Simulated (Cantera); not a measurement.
Charge: 1 mol Si(CH3)4, 0.036 mol HCl, 10 mol H2, held at 1350 °C.

These are equilibrium values from Cantera (NASA tables, ideal gas, pure condensed phases), not measurements of a reactor. Candidate condensed phases: C, C6H6, C7H8, C8H18, Si, SiC; 109 gas species. The numbers say what is thermodynamically allowed, not how fast it happens.

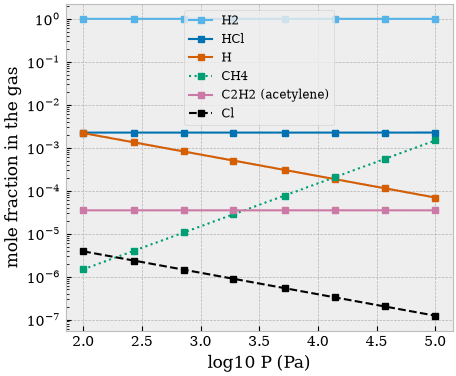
Fig. 1. Equilibrium gas composition (values under 1e-9 drawn at 1e-9)

**Question.** Read off the mole fractions at 1.00 bar.

**Answer.** H2 about 1.00, HCl about 0.0022, CH4 about 0.0015, H about 6.9e-5, C2H2 (acetylene) about 3.5e-5, Cl about 1.2e-7.
